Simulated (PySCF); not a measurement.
# CH5GeO (SMILES [CH3][GeH][OH]) at U-r2SCAN/cc-pVDZ

What is the vertical doublet–quartet gap of CH5GeO at U-r2SCAN/cc-pVDZ? 

The calculation is run with PySCF 2.14.0.

2 further runs of the same task are left out: 2 set aside as unsound or not needed.

## 1. The molecule

CH5GeO: 8 atoms, total charge 0, spin state doublet. As SMILES, `[CH3][GeH][OH]`. The coordinates come from a PBE0-D4/def2-TZVP relaxation. This is one conformer, not always the lowest.

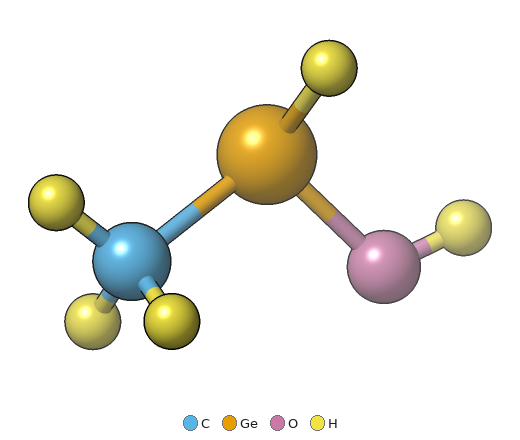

The structure, seen from a chosen angle (carbon blue, germanium amber, oxygen pink, hydrogen yellow).

## 2. The energy at U-r2SCAN/cc-pVDZ

The input, run.py:

```python
# [CH3][GeH][OH]
from pyscf import gto, dft

mol = gto.M(
    atom='''
C       -0.669700       0.837400      -0.542800
Ge       0.882200      -0.278900      -0.139000
O        0.160100      -1.768900       0.546400
H       -0.349800       1.807700      -0.923500
H       -1.247600       0.978300       0.373300
H       -1.296000       0.347300      -1.287700
H        1.802100       0.357700       0.954000
H        0.810900      -2.337900       0.963600
''',
    max_memory=1860,
    spin=1,
    basis='cc-pvdz',
    verbose=3,
    charge=0,
)

mf = dft.UKS(mol, xc='r2scan')
mf.conv_tol = 1e-10
mf.grids.level = 5
mf.kernel()
if not mf.converged:
    mf = mf.newton().run(mf.mo_coeff, mf.mo_occ)

e_final = mf.e_tot
print(f'total energy: {e_final:.8f} hartree')
```

Started as:

```bash
$ OMP_NUM_THREADS=1 python run.py
```

The program printed:

```text
WARN: HOMO -0.184783983390546 >= LUMO -0.184783983390545

converged SCF energy = -2193.21912839146  <S^2> = 0.75229703  2S+1 = 2.0022957
total energy: -2193.21912839 hartree
```

It took 68 s on 1 thread of Arm Neoverse V1, shared host; peak memory 0.48 GiB.

## 3. The quartet

The input, run.py:

```python
from pyscf import gto, dft

molecule = gto.Mole()
molecule.atom = '''
C     -1.265550     1.582457    -1.025743
Ge     1.667116    -0.527045    -0.262672
O      0.302545    -3.342737     1.032546
H     -0.661026     3.416058    -1.745162
H     -2.357622     1.848719     0.705435
H     -2.449085     0.656302    -2.433400
H      3.405475     0.675955     1.802799
H      1.532379    -4.417991     1.820940
'''
molecule.unit = 'bohr'
molecule.max_memory = 1860
molecule.verbose = 4
molecule.spin = 3
molecule.basis = 'cc-pvdz'
molecule.build()

mf = dft.UKS(molecule)
mf.xc = 'r2scan'
mf.conv_tol = 1e-10
mf.grids.level = 5
mf.kernel()
if not mf.converged:
    mf = mf.newton().run(mf.mo_coeff, mf.mo_occ)

etot = mf.e_tot
print('Final energy', etot)
```

Started as:

```bash
$ OMP_NUM_THREADS=1 python run.py
```

The program printed:

```text
PySCF version 2.14.0

[INPUT] num. atoms = 8
[INPUT] num. electrons = 51
[INPUT] charge = 0
[INPUT] spin (= nelec alpha-beta = 2S) = 3
[INPUT] symmetry False subgroup None
[INPUT] Mole.unit = bohr
[INPUT] Symbol           X                Y                Z      unit          X                Y                Z       unit  Magmom
[INPUT]  1 C     -0.669700219280   0.837400181661  -0.542799819861 AA   -1.265550000000   1.582457000000  -1.025743000000 Bohr   0.0
[INPUT]  2 Ge     0.882199795160  -0.278900203129  -0.139000036347 AA    1.667116000000  -0.527045000000  -0.262672000000 Bohr   0.0
[INPUT]  3 O      0.160099919278  -1.768900242499   0.546399812427 AA    0.302545000000  -3.342737000000   1.032546000000 Bohr   0.0
[INPUT]  4 H     -0.349799895026   1.807700044781  -0.923499959764 AA   -0.661026000000   3.416058000000  -1.745162000000 Bohr   0.0
[INPUT]  5 H     -1.247599834364   0.978299964195   0.373300125785 AA   -2.357622000000   1.848719000000   0.705435000000 Bohr   0.0
[INPUT]  6 H     -1.295999969606   0.347300061881  -1.287699825053 AA   -2.449085000000   0.656302000000  -2.433400000000 Bohr   0.0
[INPUT]  7 H      1.802099762358   0.357699981607   0.954000146669 AA    3.405475000000   0.675955000000   1.802799000000 Bohr   0.0
[INPUT]  8 H      0.810900045292  -2.337900155250   0.963599950453 AA    1.532379000000  -4.417991000000   1.820940000000 Bohr   0.0

nuclear repulsion = 196.65270423217
number of shells = 31
number of NR pGTOs = 164
number of NR cGTOs = 80
basis = cc-pvdz
ecp = {}

******** <class 'pyscf.dft.uks.UKS'> ********
method = UKS
initial guess = minao
damping factor = 0
level_shift factor = 0
DIIS = <class 'pyscf.scf.diis.CDIIS'>
diis_start_cycle = 1
diis_space = 8
diis_damp = 0
SCF conv_tol = 1e-10
SCF conv_tol_grad = None
SCF max_cycles = 50
direct_scf = True
direct_scf_tol = 1e-13
number electrons alpha = 27  beta = 24
XC library pyscf.dft.libxc version 7.0.0
    S. Lehtola, C. Steigemann, M. J.T. Oliveira, and M. A.L. Marques.,  SoftwareX 7, 1–5 (2018)
XC functionals = r2scan
    J. W. Furness, A. D. Kaplan, J. Ning, J. P. Perdew, and J. Sun.,  J. Phys. Chem. Lett. 11, 8208-8215 (2020)
    J. W. Furness, A. D. Kaplan, J. Ning, J. P. Perdew, and J. Sun.,  J. Phys. Chem. Lett. 11, 9248-9248 (2020)
    J. W. Furness, A. D. Kaplan, J. Ning, J. P. Perdew, and J. Sun.,  J. Phys. Chem. Lett. 11, 8208-8215 (2020)
    J. W. Furness, A. D. Kaplan, J. Ning, J. P. Perdew, and J. Sun.,  J. Phys. Chem. Lett. 11, 9248-9248 (2020)
radial grids:
    Treutler-Ahlrichs [JCP 102, 346 (1995); DOI:10.1063/1.469408] (M4) radial grids

becke partition: Becke, JCP 88, 2547 (1988); DOI:10.1063/1.454033
pruning grids: <function nwchem_prune>
grids dens level: 5
symmetrized grids: False
atomic radii adjust function: <function treutler_atomic_radii_adjust>
small_rho_cutoff = 0
Set gradient conv threshold to 1e-05
tot grids = 248392
init E= -2192.63722004307
[... the frontier-level lines of each cycle are left out ...]


cycle= 1 E= -2192.75680972638  delta_E= -0.12  |g|= 0.647  |ddm|= 2.08


cycle= 2 E= -2189.34412519854  delta_E= 3.41  |g|= 2.24  |ddm|= 5.26


cycle= 3 E= -2192.92602635428  delta_E= -3.58  |g|= 0.216  |ddm|= 5.12


cycle= 4 E= -2192.79100476544  delta_E= 0.135  |g|= 0.522  |ddm|= 1.37


cycle= 5 E= -2192.91394101368  delta_E= -0.123  |g|= 0.288  |ddm|= 0.712


cycle= 6 E= -2192.95178961106  delta_E= -0.0378  |g|= 0.158  |ddm|= 0.364


cycle= 7 E= -2192.95858795822  delta_E= -0.0068  |g|= 0.109  |ddm|= 0.0932


cycle= 8 E= -2192.96617276989  delta_E= -0.00758  |g|= 0.0283  |ddm|= 0.185


cycle= 9 E= -2192.96657123106  delta_E= -0.000398  |g|= 0.0123  |ddm|= 0.0347


cycle= 10 E= -2192.96665630974  delta_E= -8.51e-05  |g|= 0.005  |ddm|= 0.0218


cycle= 11 E= -2192.96666962688  delta_E= -1.33e-05  |g|= 0.00167  |ddm|= 0.00838


cycle= 12 E= -2192.96667101355  delta_E= -1.39e-06  |g|= 0.000719  |ddm|= 0.00424


cycle= 13 E= -2192.96667115621  delta_E= -1.43e-07  |g|= 0.000552  |ddm|= 0.00246


cycle= 14 E= -2192.9666713357  delta_E= -1.79e-07  |g|= 0.000176  |ddm|= 0.00103


cycle= 15 E= -2192.96667134962  delta_E= -1.39e-08  |g|= 8.21e-05  |ddm|= 0.000346


cycle= 16 E= -2192.96667135432  delta_E= -4.69e-09  |g|= 1.36e-05  |ddm|= 0.000188


cycle= 17 E= -2192.9666713545  delta_E= -1.81e-10  |g|= 1.3e-05  |ddm|= 4.18e-05


cycle= 18 E= -2192.96667135464  delta_E= -1.43e-10  |g|= 6.92e-06  |ddm|= 6.21e-05


cycle= 19 E= -2192.96667135468  delta_E= -3.37e-11  |g|= 1.48e-06  |ddm|= 3.86e-05


Extra cycle  E= -2192.96667135464  delta_E= 3.77e-11  |g|= 8.49e-06  |ddm|= 1.21e-05
converged SCF energy = -2192.96667135464  <S^2> = 3.7574979  2S+1 = 4.0037472
Final energy -2192.9666713546385
```

Run time: 1.7 min. Hardware: 1 thread of Arm Neoverse V1, shared host; peak memory 0.48 GiB.

## 4. Results

Level: U-r2SCAN/cc-pVDZ.

| quantity | value |
| --- | --- |
| doublet: total energy | -2193.21913 Eh |
| doublet: dipole moment | 0.71 D |
| doublet: HOMO energy (highest over α and β) | -4.74 eV |
| doublet: LUMO energy (lowest over α and β) | -2.75 eV |
| doublet: ⟨S²⟩ | 0.752 |
| quartet: total energy | -2192.96667 Eh |
| quartet: dipole moment | 1.28 D |
| quartet: HOMO energy (highest over α and β) | -1.14 eV |
| quartet: ⟨S²⟩ | 3.757 |
| vertical energy of the quartet above the doublet | 6.870 eV |

What this shows: At this shape the quartet lies 6.87 eV (158 kcal/mol) above the doublet. Mulliken charges (doublet) run from -0.40 on O3 to +0.36 on Ge2.
